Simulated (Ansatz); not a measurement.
We consider rock-salt MgS, described by B3LYP (VWN-RPA form) (Ansatz, a program for electronic structure, PAW).

Numerical settings: plane-wave cutoff 460 eV, 8×8×8 k mesh, Fermi–Dirac smearing 0.01 eV, scalar-relativistic PAW data made under PBE.

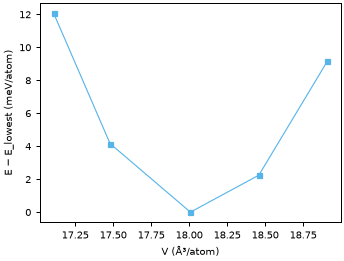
*Total energy against volume*

Problem. From the curve, estimate the equilibrium volume and the bulk modulus.

Solution. V0 ≈ 18.0 Å³/atom and B0 ≈ 75 GPa; the fit gives V0 = 18.032 Å³/atom, B0 = 74.7 GPa, B′ = 4.1.

Measured, for comparison: bulk modulus 81 GPa, equilibrium volume per atom 17.45 Å³/atom (corrected for zero-point motion; as tabulated in Goldzak et al. (2022), arXiv:2208.04865). Computed (rounded) less measured: bulk modulus -8 %, equilibrium volume per atom +3.3 %.

Static lattice: no zero-point or thermal effects.
